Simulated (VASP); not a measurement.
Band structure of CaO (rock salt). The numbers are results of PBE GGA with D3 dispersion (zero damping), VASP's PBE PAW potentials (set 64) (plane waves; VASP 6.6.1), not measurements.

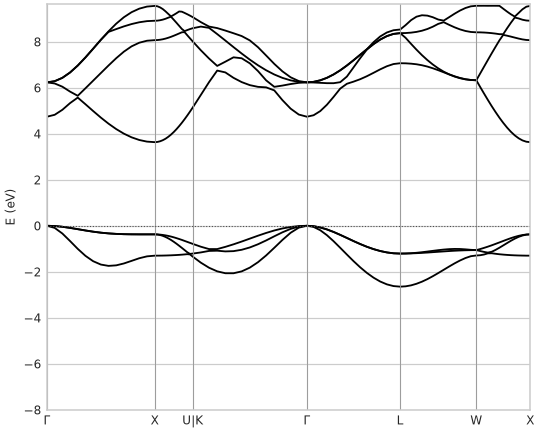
Figure: Bands along high-symmetry lines, zero at the valence-band maximum or, without a gap, the Fermi level

Q: Read the plot: is there a gap, and where are the band edges?

A: The gap is indirect, 3.63 eV, from the valence maximum at Γ to the conduction minimum at X. (Edges off the drawn lines would not show.)

The compound is CaO in the rock salt structure. It was relaxed first.
